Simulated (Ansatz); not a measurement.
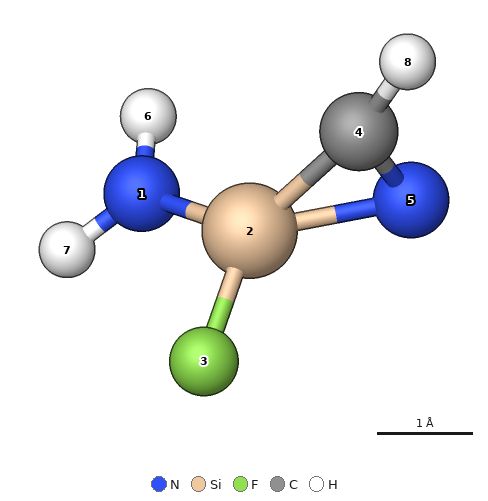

Fig. 1: The structure (ball-and-stick view, seen at a tilt; atoms are numbered from 1 in the order of the input).

## Single-point calculation of CH₃FN₂Si

CH₃FN₂Si, SMILES N[Si]1(F)C=N1, computed with RKS PBE0-D4/def2-TZVPP (Ansatz 0.2.0).

The geometry comes from this level: PBE0-D4/def2-TZVP.

**The input**
```yaml
crystal:
  periodic: [false, false, false]
  atoms:
    - {symbol: N, position_ang: [1.129717, 0.718067, 0.647269]}
    - {symbol: Si, position_ang: [-0.202512, 0.277147, -0.271873]}
    - {symbol: F, position_ang: [-0.795948, 1.630986, -0.843758]}
    - {symbol: C, position_ang: [-1.118513, -1.207651, -0.224594]}
    - {symbol: N, position_ang: [-0.289118, -1.165220, -1.233259]}
    - {symbol: H, position_ang: [1.728134, 0.054434, 1.105215]}
    - {symbol: H, position_ang: [1.427005, 1.672694, 0.743264]}
    - {symbol: H, position_ang: [-1.786567, -2.037556, 0.021936]}
basis:
  gaussian: {orbitals: def2-TZVPP}
hamiltonian: {xc: pbe0, dispersion: d4}
output: {orbitals: {seedname: orbitals}}
```

Launch command:
```bash
ansatz run in.yaml --threads 2 --pin off --events-out ev --progress --plain --max-ram 4352MiB
```

**The program's output**
```
Functional definition: PBE0
  name "PBE0"
  cite "Adamo & Barone, J. Chem. Phys. 110, 6158 (1999) doi:10.1063/1.478522"
  cite "Perdew, Burke & Ernzerhof, Phys. Rev. Lett. 77, 3865 (1996) doi:10.1103/PhysRevLett.77.3865"
  parent pbe
  parameter a = 0.25
  parameter kappa = 0.804
  parameter beta = 0.06672455060314922
  exchange = (1 - a)*pbe_x(kappa = kappa, mu = beta*pi^2/3) + a*exact_x
  correlation = pbe_c(beta = beta)
1114 factors; their error is unknown
mean field evaluation 1: about -14643.5999 eV, gradient 7.5e1 eV
mean field evaluation 2: about -14634.9775 eV, gradient 9.6e1 eV
mean field evaluation 4: about -14653.8432 eV, gradient 6.5e0 eV
mean field evaluation 8: about -14653.9249 eV, gradient 1.3e-1 eV
mean field evaluation 16: about -14653.9591 eV, gradient 1.5e-4 eV
mean field -14653.95906097 eV, -538.5230626805 hartree, gradient 4.2e-5 eV, S^2 0.000000; 0 other end points of the search recorded, 0 dependent functions left out
reference -14653.95908825 eV, -538.5230636831 hartree; 23, 23 occupied and 185, 185 virtual orbitals, 1114 factors
Total energy: -14654.10220669 eV, -538.5283231885 hartree
```

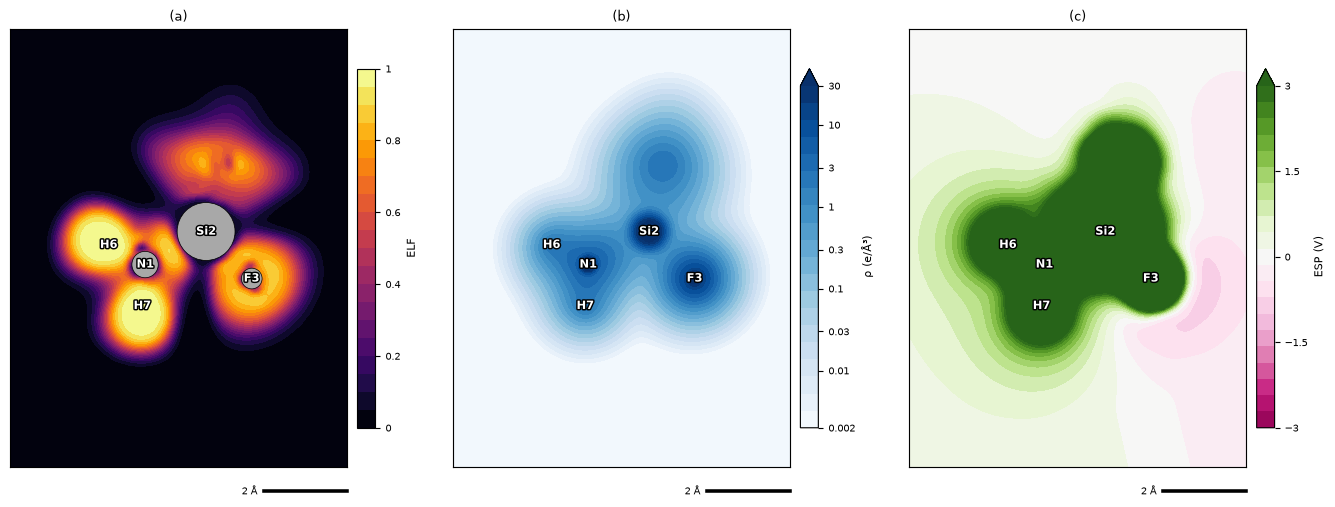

Fig. 2: (a) electron localisation function; (b) electron density; (c) molecular electrostatic potential on the plane of atoms N1, Si2 and F3. Grey discs, where drawn, cover atomic cores. Atoms in the plane: N, Si, F and H. Si–F (1.58 Å): ρ at the midpoint is about 1.2 e/Å³; the ELF peaks at about 0.85 between the atoms.

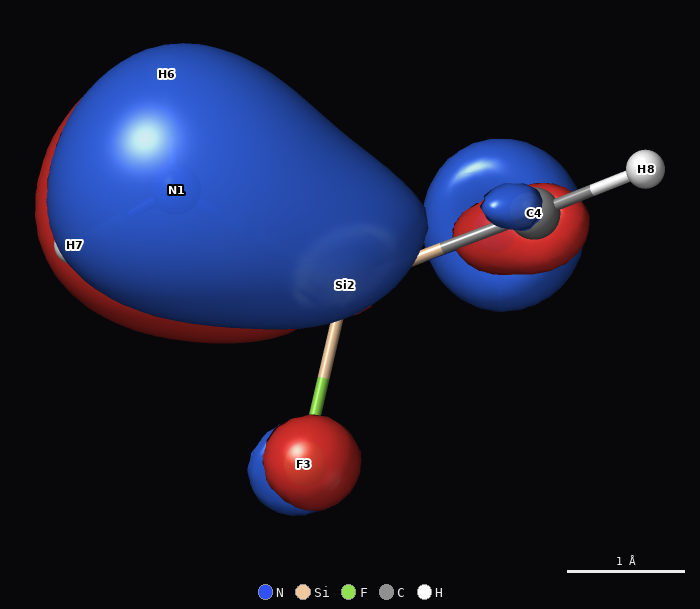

Fig. 3: The HOMO−1 at ±0.1 Å⁻³ᐟ² (red and blue are the two phases), seen face on. Its energy is −8.84 eV.

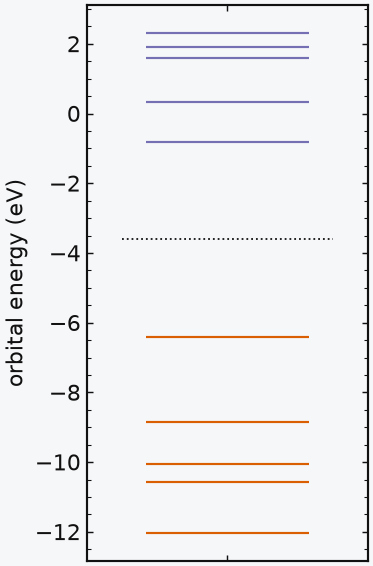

Fig. 4: Orbital energies near the frontier; the dotted line parts filled from empty levels, and levels within 0.02 eV of each other stand side by side. Highest filled −6.40 eV, lowest empty −0.82 eV, 5.58 eV apart.

**Results in brief**

| quantity | value |
| --- | --- |
| outcome | converged |
| total energy | −14654.1022 eV |
| mean-field energy | −14653.9591 eV |
| dispersion energy | −0.1431 eV |
| SCF solution under orbital rotations | stable |
| HOMO | −6.40 eV |
| LUMO | −0.82 eV |
| hardware | 2 threads of Arm Neoverse V2, 23 GiB of memory available, shared host |
| wall time | 2.8 s (CPU time 5.3 s) |
| peak memory | 0.41 GiB |
